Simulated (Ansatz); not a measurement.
**Run report: AlH₃SCl₂O, nudged elastic band**

AlH₃SCl₂O, computed with RKS PBE-D4/6-31G* (Ansatz 0.2.0).

It belongs to a series of runs on one base structure; here: band between the two ends. Figures and captions count atoms from 1; the log counts them from 0 in places.

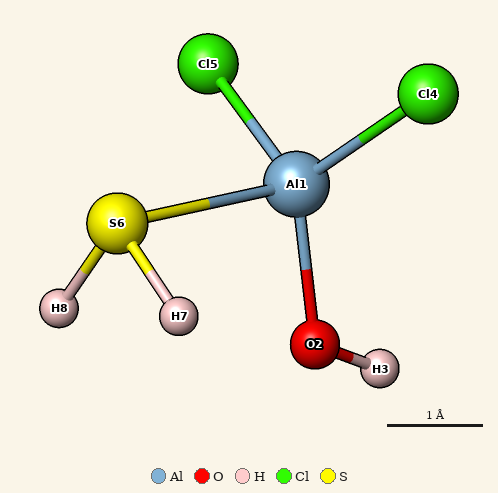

The structure as given in the input (ball-and-stick view, seen at a tilt; atoms are numbered from 1 in the order of the input). Sticks mark near contacts. Bond lengths as drawn: Al–Cl 2.13 Å, Al–O 1.74 Å, Al–S 2.48 Å, H–O 0.97 Å and H–S 1.36 Å.

## Input file
```yaml
crystal:
  periodic: [false, false, false]
  atoms:
    - { symbol: Al, position_ang: [-0.007048, 0.144607, 0.246555] }
    - { symbol: O, position_ang: [-0.103629, -0.35514, 1.905653] }
    - { symbol: H, position_ang: [-0.400551, -1.26356, 2.093755] }
    - { symbol: Cl, position_ang: [1.653722, -0.485251, -0.93391] }
    - { symbol: Cl, position_ang: [-1.80854, 0.537914, -0.823665] }
    - { symbol: S, position_ang: [0.705098, 2.443694, 0.8392] }
    - { symbol: H, position_ang: [1.682193, 2.033206, 1.692409] }
    - { symbol: H, position_ang: [-0.206245, 2.57553, 1.841002] }
basis:
  gaussian: { orbitals: "6-31G*" }
hamiltonian:
  xc: pbe
  dispersion: d4
neb:
  order_check: false
  images: 7
  f_tol: 0.05
  max_iterations: 60
  final_atoms:
    - { symbol: Al, position_ang: [0.21913667, 0.62446469, 0.12964998] }
    - { symbol: O, position_ang: [-0.18117916, -0.14015504, 1.93807114] }
    - { symbol: H, position_ang: [-1.10093912, -0.49073157, 1.96042563] }
    - { symbol: Cl, position_ang: [1.83823635, -0.53910236, -0.59465894] }
    - { symbol: Cl, position_ang: [-1.71869701, 0.28733137, -0.71049039] }
    - { symbol: S, position_ang: [0.62966849, 2.71057268, 0.78710888] }
    - { symbol: H, position_ang: [1.97987553, 2.53887492, 0.80760941] }
    - { symbol: H, position_ang: [-0.15110175, 0.63974532, 2.5432833] }
  initial_path:
    images:
      - { positions_ang: [[-0.007048, 0.144607, 0.246555], [-0.103629, -0.35514, 1.905653], [-0.400551, -1.26356, 2.093755], [1.653722, -0.485251, -0.93391], [-1.80854, 0.537914, -0.823665], [0.705098, 2.443694, 0.8392], [1.682193, 2.033206, 1.692409], [-0.206245, 2.57553, 1.841002]] }
      - { positions_ang: [[-0.01818311, 0.12102153, 0.17830857], [-0.07762378, -0.27908484, 1.95437212], [-0.52843484, -1.02490025, 2.1823506], [1.70278248, -0.35874663, -0.9981573], [-1.85829539, 0.44986018, -0.88994368], [0.6831582, 2.42053796, 0.84815746], [1.68292349, 2.0774311, 1.71166974], [-0.07132706, 2.22488095, 1.8742415]] }
      - { positions_ang: [[-0.02931822, 0.09743606, 0.11006214], [-0.05161855, -0.20302969, 2.00309124], [-0.65631867, -0.7862405, 2.27094619], [1.75184296, -0.23224226, -1.06240461], [-1.90805077, 0.36180636, -0.95622237], [0.66121841, 2.39738192, 0.85711491], [1.68365397, 2.1216562, 1.73093049], [0.06359088, 1.8742319, 1.90748099]] }
      - { positions_ang: [[-0.04045334, 0.0738506, 0.04181571], [-0.02561333, -0.12697453, 2.05181037], [-0.78420251, -0.54758074, 2.35954179], [1.80090344, -0.10573789, -1.12665191], [-1.95780616, 0.27375254, -1.02250105], [0.63927861, 2.37422588, 0.86607237], [1.68438446, 2.1658813, 1.75019123], [0.19850882, 1.52358285, 1.94072049]] }
      - { positions_ang: [[-0.05158845, 0.05026513, -0.02643072], [0.00039189, -0.05091938, 2.10052949], [-0.91208635, -0.30892099, 2.44813739], [1.84996392, 0.02076648, -1.19089921], [-2.00756155, 0.18569872, -1.08877973], [0.61733881, 2.35106984, 0.87502983], [1.68511495, 2.2101064, 1.76945197], [0.33342677, 1.1729338, 1.97395999]] }
      - { positions_ang: [[0.01609283, 0.19381502, 0.01258945], [-0.04500087, -0.07322829, 2.0599149], [-0.95929954, -0.35437364, 2.32620945], [1.84703203, -0.11920073, -1.04183914], [-1.93534541, 0.21110688, -0.9942074], [0.62042123, 2.44094555, 0.85304959], [1.75880509, 2.29229853, 1.52899133], [0.21229464, 1.03963668, 2.11629082]] }
      - { positions_ang: [[0.08377411, 0.33736491, 0.05160963], [-0.09039363, -0.09553721, 2.01930031], [-1.00651273, -0.39982628, 2.20428151], [1.84410013, -0.25916794, -0.89277908], [-1.86312928, 0.23651505, -0.89963506], [0.62350365, 2.53082126, 0.83106935], [1.83249524, 2.37449066, 1.28853069], [0.09116251, 0.90633956, 2.25862165]] }
      - { positions_ang: [[0.15145539, 0.4809148, 0.0906298], [-0.1357864, -0.11784612, 1.97868572], [-1.05372593, -0.44527892, 2.08235357], [1.84116824, -0.39913515, -0.74371901], [-1.79091314, 0.26192321, -0.80506273], [0.62658607, 2.62069697, 0.80908911], [1.90618539, 2.45668279, 1.04807005], [-0.02996962, 0.77304244, 2.40095247]] }
      - { positions_ang: [[0.21913667, 0.62446469, 0.12964998], [-0.18117916, -0.14015504, 1.93807114], [-1.10093912, -0.49073157, 1.96042563], [1.83823635, -0.53910236, -0.59465894], [-1.71869701, 0.28733137, -0.71049039], [0.62966849, 2.71057268, 0.78710888], [1.97987553, 2.53887492, 0.80760941], [-0.15110175, 0.63974532, 2.5432833]] }
```

Launched with:
```bash
ansatz run input.yaml --threads 2 --pin off --max-ram 3072MiB --backend cpu --events-out ev --progress --plain --runs-dir out
```

## What the program printed
```
Engine: ansatz 0.2.0, aarch64-unknown-linux-gnu
Functional definition: PBE
  parameter kappa = 0.804
  parameter beta = 0.06672455060314922
  exchange = pbe_x(kappa = kappa, mu = beta*pi^2/3)
  correlation = pbe_c(beta = beta)
1143 factors; their error is unknown
mean field evaluation 1: about -44549.2704 eV, gradient 6.1e1 eV
mean field evaluation 2: about -44450.1321 eV, gradient 1.7e2 eV
mean field evaluation 4: about -44555.7790 eV, gradient 1.3e1 eV
mean field evaluation 8: about -44556.2426 eV, gradient 5.2e-2 eV
mean field evaluation 16: about -44556.2010 eV, gradient 8.9e-5 eV
mean field -44556.20095408 eV, -1637.4101837846 hartree, gradient 1.1e-5 eV, S^2 0.000000; 0 other end points of the search recorded, 0 dependent functions left out
the calculation of the forces begins
reference -44556.20099896 eV, -1637.4101854339 hartree; 37, 37 occupied and 60, 60 virtual orbitals, 1143 factors
1143 factors; their error is unknown
mean field evaluation 32: about -44556.4985 eV, gradient 5.5e-4 eV
mean field -44556.49847837 eV, -1637.4211176008 hartree, gradient 8.5e-5 eV, S^2 0.000000; 0 other end points of the search recorded, 0 dependent functions left out
[... from here on the field's lines of each further geometry are left out, up to the last ...]
NEB iter   1: max|band force component| = 4.575e0 eV/Å  barrier→ = 1.9749 eV  barrier← = 2.2698 eV  Δτ_max = 0.2000 Å  (239 SCF iters)
NEB iter   2: max|band force component| = 1.769e0 eV/Å  barrier→ = 0.7498 eV  barrier← = 1.0447 eV  Δτ_max = 0.2000 Å  (215 SCF iters)
NEB iter   3: max|band force component| = 8.010e-1 eV/Å  barrier→ = 0.3032 eV  barrier← = 0.5981 eV  Δτ_max = 0.1958 Å  (189 SCF iters)
NEB iter   4: max|band force component| = 5.443e-1 eV/Å  barrier→ = 0.2778 eV  barrier← = 0.5727 eV  Δτ_max = 0.1956 Å  (186 SCF iters)
NEB iter   5: max|band force component| = 6.724e-1 eV/Å  barrier→ = 0.2814 eV  barrier← = 0.5763 eV  Δτ_max = 0.0749 Å  (199 SCF iters)
NEB iter   6: max|band force component| = 5.146e-1 eV/Å  barrier→ = 0.2231 eV  barrier← = 0.5181 eV  CI = image 4  Δτ_max = 0.1006 Å  (187 SCF iters)
NEB iter   7: max|band force component| = 4.018e-1 eV/Å  barrier→ = 0.2323 eV  barrier← = 0.5272 eV  CI = image 4  Δτ_max = 0.1887 Å  (188 SCF iters)
NEB iter   8: max|band force component| = 1.281e-1 eV/Å  barrier→ = 0.2244 eV  barrier← = 0.5193 eV  CI = image 4  Δτ_max = 0.0493 Å  (185 SCF iters)
NEB iter   9: max|band force component| = 1.003e-1 eV/Å  barrier→ = 0.2183 eV  barrier← = 0.5133 eV  CI = image 4  Δτ_max = 0.1999 Å  (184 SCF iters)
NEB iter  10: max|band force component| = 2.349e-1 eV/Å  barrier→ = 0.2158 eV  barrier← = 0.5107 eV  CI = image 4  Δτ_max = 0.0870 Å  (182 SCF iters)
NEB iter  11: max|band force component| = 5.767e-2 eV/Å  barrier→ = 0.2148 eV  barrier← = 0.5097 eV  CI = image 4  Δτ_max = 0.0410 Å  (185 SCF iters)
NEB iter  12: max|band force component| = 6.417e-2 eV/Å  barrier→ = 0.2141 eV  barrier← = 0.5090 eV  CI = image 4  Δτ_max = 0.0205 Å  (186 SCF iters)
the calculation of the forces begins
reference -44556.48346849 eV, -1637.4205659976 hartree; 37, 37 occupied and 60, 60 virtual orbitals, 1143 factors
1143 factors; their error is unknown
mean field -44555.98601236 eV, -1637.4022848221 hartree, gradient 1.4e-5 eV, S^2 0.000000; 1 other end points of the search recorded, 0 dependent functions left out
the calculation of the forces begins
reference -44555.98605527 eV, -1637.4022863989 hartree; 37, 37 occupied and 60, 60 virtual orbitals, 1143 factors
NEB iter  13: max|band force component| = 2.940e-2 eV/Å  barrier→ = 0.2139 eV  barrier← = 0.5089 eV  CI = image 4  Δτ_max = 0.0000 Å  (364 SCF iters)
```

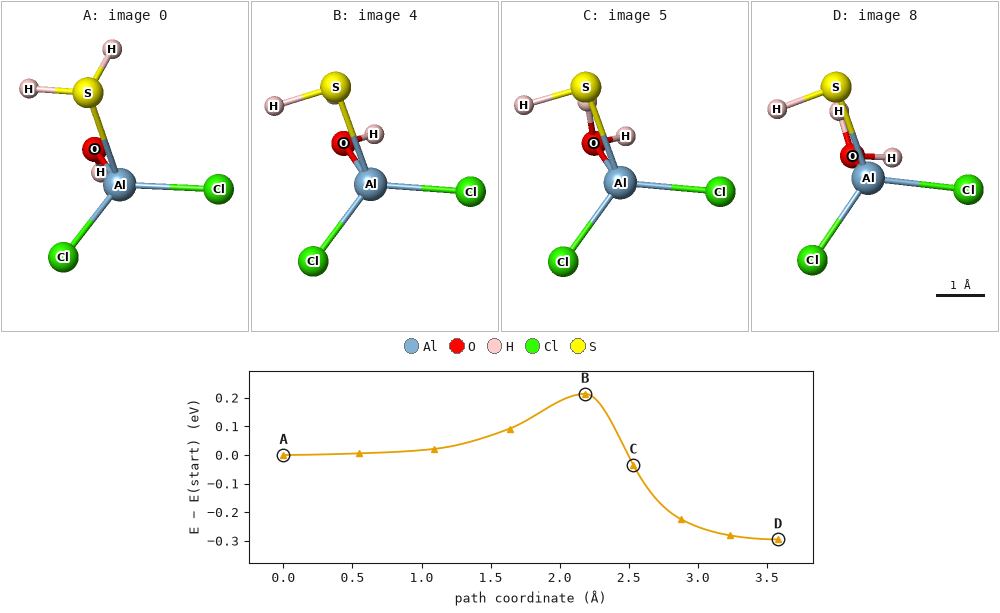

Images of the last band (counted from 0; ball-and-stick, seen at a tilt) above the energy along the path; the line is a cubic interpolation that uses the forces. The highest image is number 4, 0.214 eV above the start and 0.509 eV above the end (the climbing image); the end lies 0.295 eV below the start. The path is 3.58 Å long. The band converged in 13 iterations.

```
Total energy: -44556.23649453 eV, -1637.4114898722 hartree
Atom 0 at     0.069837     0.347529     0.109438 Å, force     0.001024    -0.014121     0.003996 eV/Å
Atom 1 at    -0.021389    -0.173252     1.858116 Å, force     0.005822    -0.008654     0.009399 eV/Å
Atom 2 at    -0.852121    -0.567562     2.194042 Å, force     0.001420     0.004002    -0.017392 eV/Å
Atom 3 at     1.796062    -0.318848    -0.914563 Å, force    -0.004261     0.000484    -0.001314 eV/Å
Atom 4 at    -1.816047     0.321140    -0.858794 Å, force     0.002846     0.002171     0.003228 eV/Å
Atom 5 at     0.439887     2.481224     1.156058 Å, force     0.000267     0.009963     0.004859 eV/Å
Atom 6 at     1.784118     2.310192     1.287424 Å, force    -0.003545    -0.005340    -0.002698 eV/Å
Atom 7 at     0.114652     1.230577     2.029278 Å, force    -0.003573     0.011494    -0.000079 eV/Å
Dipole moment:    -0.013859     0.163929     0.684226 e Å
this run last wrote the band of iteration 13 to [file]
```

## The last band as extended XYZ (Å, eV, eV/Å)
```
8
Properties=species:S:1:pos:R:3:forces:R:3 image=0 energy=-44556.45038
Al   -0.0070    0.1446    0.2466    0.0033   0.0030   0.0040
O    -0.1036   -0.3551    1.9057    0.0011   0.0056  -0.0044
H    -0.4006   -1.2636    2.0938    0.0004  -0.0037   0.0000
Cl    1.6537   -0.4853   -0.9339    0.0000  -0.0012   0.0004
Cl   -1.8085    0.5379   -0.8237   -0.0026   0.0012   0.0001
S     0.7051    2.4437    0.8392   -0.0014  -0.0066   0.0027
H     1.6822    2.0332    1.6924   -0.0019   0.0011   0.0002
H    -0.2062    2.5755    1.8410    0.0011   0.0007  -0.0029
8
Properties=species:S:1:pos:R:3:forces:R:3 image=1 energy=-44556.44464
Al   -0.0223    0.1581    0.2472    0.0027  -0.0035   0.0041
O    -0.1792   -0.3271    1.9075    0.0018   0.0009  -0.0093
H    -0.5477   -1.2104    2.0891    0.0050  -0.0053   0.0025
Cl    1.7147   -0.4162   -0.8518   -0.0035  -0.0011  -0.0001
Cl   -1.7896    0.4487   -0.9064   -0.0022   0.0035   0.0008
S     0.5942    2.4782    0.8811    0.0006  -0.0015  -0.0023
H     1.7954    2.1365    1.4200    0.0005  -0.0045   0.0073
H    -0.0507    2.3632    2.0743   -0.0049   0.0116  -0.0030
8
Properties=species:S:1:pos:R:3:forces:R:3 image=2 energy=-44556.42908
Al   -0.0190    0.1835    0.2298   -0.0022  -0.0169   0.0343
O    -0.2050   -0.2963    1.8939   -0.0089   0.0033  -0.0202
H    -0.7298   -1.0936    2.0867    0.0143  -0.0352  -0.0143
Cl    1.7589   -0.3497   -0.8209   -0.0069  -0.0013   0.0075
Cl   -1.7741    0.3917   -0.9560   -0.0025   0.0087  -0.0086
S     0.5103    2.4955    0.9890    0.0068   0.0002  -0.0070
H     1.8307    2.2617    1.2187    0.0011  -0.0058  -0.0091
H     0.1430    2.0382    2.2198   -0.0018   0.0471   0.0172
8
Properties=species:S:1:pos:R:3:forces:R:3 image=3 energy=-44556.35832
Al    0.0229    0.2254    0.1803   -0.0264  -0.0501   0.0325
O    -0.0976   -0.2712    1.8616   -0.0114  -0.0232  -0.0115
H    -0.8552   -0.8177    2.1358   -0.0049  -0.0943  -0.0246
Cl    1.7815   -0.3081   -0.8847   -0.0067   0.0128   0.0061
Cl   -1.7993    0.3608   -0.9054    0.0044   0.0161  -0.0124
S     0.4796    2.4977    1.0928    0.0137   0.0011  -0.0216
H     1.8175    2.3039    1.2448    0.0116  -0.0006  -0.0084
H     0.1657    1.6401    2.1359    0.0196   0.1382   0.0398
8
Properties=species:S:1:pos:R:3:forces:R:3 image=4 energy=-44556.23645
Al    0.0698    0.3475    0.1094    0.0010  -0.0141   0.0040
O    -0.0214   -0.1733    1.8581    0.0058  -0.0087   0.0094
H    -0.8521   -0.5676    2.1940    0.0014   0.0040  -0.0174
Cl    1.7961   -0.3188   -0.9146   -0.0043   0.0005  -0.0013
Cl   -1.8160    0.3211   -0.8588    0.0028   0.0022   0.0032
S     0.4399    2.4812    1.1561    0.0003   0.0100   0.0049
H     1.7841    2.3102    1.2874   -0.0035  -0.0053  -0.0027
H     0.1147    1.2306    2.0293   -0.0036   0.0115  -0.0001
8
Properties=species:S:1:pos:R:3:forces:R:3 image=5 energy=-44556.48431
Al    0.1085    0.4641    0.0607    0.1209   0.3570  -0.1488
O    -0.0281   -0.0869    1.8991    0.0581   0.1925   0.0753
H    -0.8700   -0.4855    2.2149   -0.0066   0.1527   0.0288
Cl    1.7968   -0.3883   -0.8805   -0.0046  -0.0805   0.0178
Cl   -1.8031    0.2992   -0.8443    0.0173  -0.0500   0.0730
S     0.4735    2.5317    1.0512    0.0418   0.1680  -0.2413
H     1.8022    2.3117    1.2577    0.0023   0.0267  -0.0521
H     0.0351    0.9851    2.1023   -0.2292  -0.7663   0.2472
8
Properties=species:S:1:pos:R:3:forces:R:3 image=6 energy=-44556.67554
Al    0.1550    0.5625    0.0476    0.0322   0.0820  -0.0100
O    -0.0592   -0.0945    1.9147   -0.0112  -0.0139   0.0042
H    -0.9335   -0.4769    2.1510   -0.0325  -0.0268  -0.0590
Cl    1.7957   -0.4668   -0.8067   -0.0061  -0.0235   0.0289
Cl   -1.7770    0.2804   -0.7962    0.0099  -0.0052   0.0478
S     0.5270    2.6194    0.9051    0.0296   0.0713  -0.0884
H     1.8376    2.3593    1.1723    0.0176   0.0430  -0.0571
H    -0.0307    0.8476    2.2731   -0.0395  -0.1269   0.1336
8
Properties=species:S:1:pos:R:3:forces:R:3 image=7 energy=-44556.73101
Al    0.1904    0.6024    0.0817    0.0081   0.0167   0.0060
O    -0.1113   -0.1117    1.9265   -0.0066  -0.0045   0.0037
H    -1.0088   -0.4977    2.0418   -0.0174  -0.0163  -0.0281
Cl    1.8070   -0.5200   -0.7047    0.0007  -0.0031   0.0156
Cl   -1.7527    0.2790   -0.7372    0.0025   0.0027   0.0181
S     0.5804    2.6791    0.8137    0.0104   0.0147  -0.0149
H     1.9075    2.4510    1.0170    0.0146   0.0248  -0.0366
H    -0.0975    0.7490    2.4221   -0.0123  -0.0351   0.0363
8
Properties=species:S:1:pos:R:3:forces:R:3 image=8 energy=-44556.74531
Al    0.2191    0.6245    0.1296    0.0024  -0.0001   0.0048
O    -0.1812   -0.1402    1.9381    0.0044  -0.0010   0.0020
H    -1.1009   -0.4907    1.9604   -0.0008   0.0029  -0.0038
Cl    1.8382   -0.5391   -0.5947   -0.0031   0.0017   0.0020
Cl   -1.7187    0.2873   -0.7105   -0.0020  -0.0014  -0.0002
S     0.6297    2.7106    0.7871    0.0023   0.0012  -0.0011
H     1.9799    2.5389    0.8076   -0.0023  -0.0006  -0.0004
H    -0.1511    0.6397    2.5433   -0.0010  -0.0028  -0.0033
```

## Summary

- outcome: converged
- barrier, forward: 0.214 eV
- barrier, backward: 0.509 eV
- hardware: 2 threads of Arm Neoverse V2, 24 GiB of memory available, shared host
- wall time: 3.1 min (CPU time 6.1 min)
- peak memory: 0.14 GiB

## Notes

The order of the saddle point was not checked.
